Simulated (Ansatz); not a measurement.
**A ladder of methods for PH3 (phosphine)**

PH3: 4 atoms, total charge 0, spin state singlet. As SMILES, `P`. The coordinates come from a PBE0-D4/def2-TZVP relaxation.

```xyz
4

P     0.3460   -0.3265   -0.3328
H     0.6309   -0.0340    1.0270
H    -1.0055   -0.6630   -0.0572
H     0.0287    1.0235   -0.6369
```

Each level gives the energy change with the P1–H4 bond stretched from 1.420 to 1.775 Å (eV). The values are calculated.

| level | kind | program | value (eV) | CPU time (all runs) |
| --- | --- | --- | --- | --- |
| HF/6-31G (restricted) | Hartree–Fock | Ansatz | 0.74 | 0.28 s |
| SVWN5/6-31G (restricted) | LDA | Ansatz | 0.52 | 1 s |
| PBE/6-31G (restricted) | GGA | Ansatz | 0.53 | 1.4 s |
| revPBE/6-31G (restricted) | GGA | Ansatz | 0.53 | 1.4 s |
| r2SCAN0/6-31G (restricted) | hybrid meta-GGA | Ansatz | 0.67 | 3.3 s |
| CAM-B3LYP/6-31G (restricted) | range-separated hybrid | Ansatz | 0.65 | 1.8 s |
| MP2/6-31G (restricted) | perturbation theory | Ansatz | 0.61 | 0.29 s |
| BCCD(T)/6-31G (restricted) | coupled cluster or CI | Ansatz | 0.49 | 0.43 s |
| FCI/3-21G | exact in the basis | Ansatz | 0.50 | 6 s |

The first shape isn't each level's own minimum. The values span 0.49 to 0.74 eV. All rows use very small basis sets, so none should be taken for the real molecule's value. CPU times are rough (shared hosts, several kinds of processor): they show what a rung costs within a factor of a few.

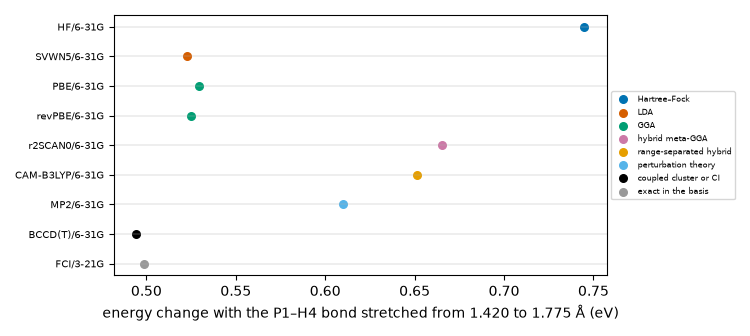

The values of the table, level by level.
